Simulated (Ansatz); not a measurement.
## Electronic structure of BrGeH3 in real space

Input file:

```
crystal:
  periodic: [false, false, false]
  atoms:
    - symbol: Br
      position_ang: [-1.387051, 0.415080, 1.131585]
    - symbol: Ge
      position_ang: [0.030027, -0.818206, -1.065230]
    - symbol: H
      position_ang: [-1.356935, 1.751916, 0.620682]
    - symbol: H
      position_ang: [-1.127490, -1.925310, -0.991146]
    - symbol: H
      position_ang: [0.862539, -1.559522, 0.087057]
basis:
  gaussian: {orbitals: def2-TZVPD}
hamiltonian: {xc: {name: PBE0}}
output: {forces: true, orbitals: {seedname: orbitals}}
```

Command:

```sh
ansatz run input.yaml --threads 1 --pin off --max-ram 2610MiB --events-out events.jsonl --progress --plain --runs-dir runs
```

Geometry: B3LYP-D3(BJ)/def2-SVP.

Theory: isolated molecule in a Gaussian basis; Kohn-Sham density functional theory, functional PBE0 in Ansatz 0.2.0.

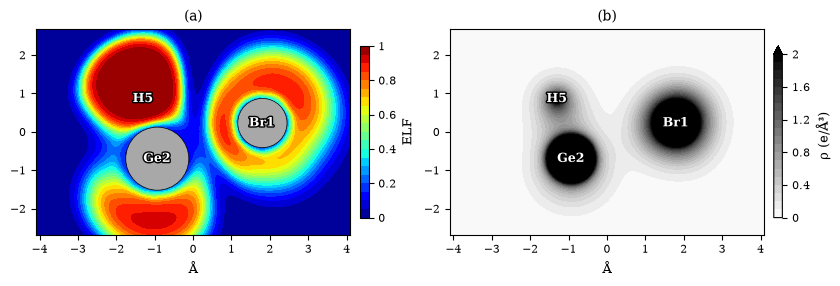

Figure 1. (a) electron localisation function; (b) total electron density on the plane of atoms Br1, Ge2 and H5. Grey discs cover the atomic cores in the ELF map.

Q: What does the map show?

A: Atoms in the plane: Br, Ge and H.
Ge–Br (2.89 Å): ρ is about 0.21 e/Å³ halfway, with its minimum of 0.18 e/Å³ about 1.3 Å from Ge; the ELF peaks at about 0.85 in the valence shell of Br, 1.0 Å from its nucleus, and is about 0.40 at the midpoint.
Ge–H (1.60 Å): ρ at the midpoint is about 0.91 e/Å³; the ELF climbs to about 1 towards the hydrogen.
The ELF also peaks beside Br1, away from the bonds: lone-pair regions.

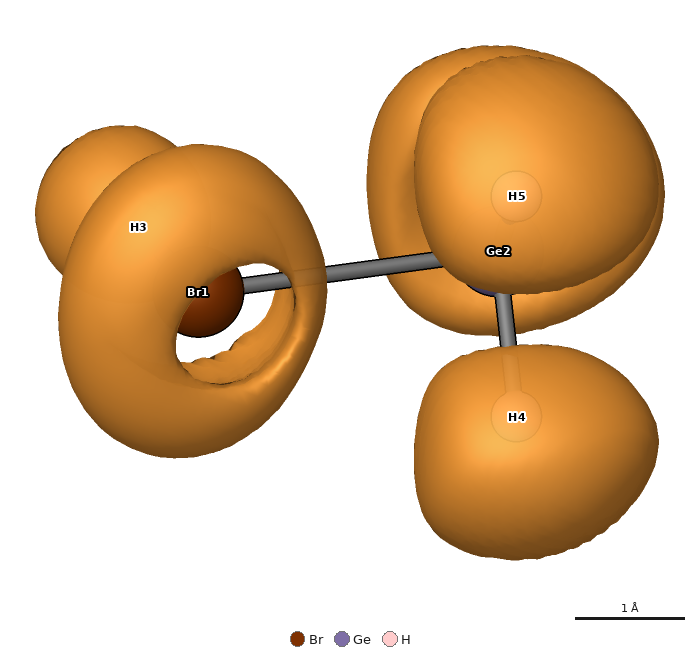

Figure 2. Isosurface of the electron localisation function at 0.8 (orange), seen at a tilt. Only the valence region is drawn (cores and ρ < 0.01 e/Å³ removed).

Q: What do the ELF domains correspond to?

A: At this value the surface marks out three regions around hydrogen nuclei, one lobe on Ge, pointing away from the bonds (lone pairs) and one region wrapped around Br (its valence shell). Along the contacts the grid gives the following. Br–H (1.43 Å): the ELF climbs to about 1 towards the hydrogen.

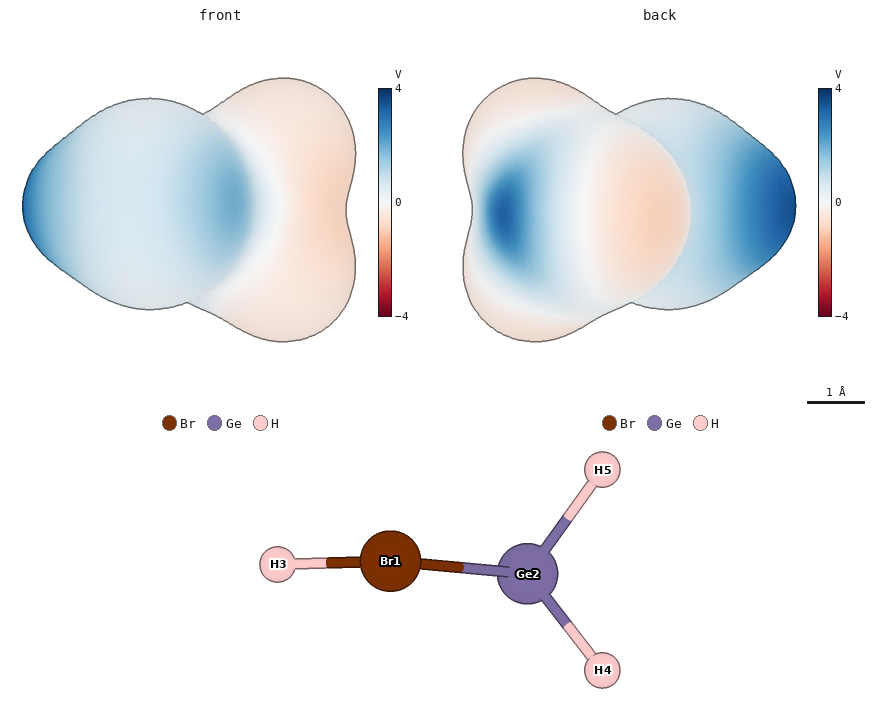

Figure 3. The molecular electrostatic potential painted on the density surface at 0.004 e/bohr³, seen from the front and from behind; the colour scale runs from red (negative) to blue (positive). The bare structure is drawn below in the same view.

Q: Describe the electrostatic potential map.

A: The most negative region (about −0.9 V, or −21 kcal/mol for a unit charge) lies over H5, the most positive (about +3.4 V, or +78 kcal/mol for a unit charge) over H3.

Q: How polar is the molecule by this calculation?

A: Its dipole moment is 2.30 D.
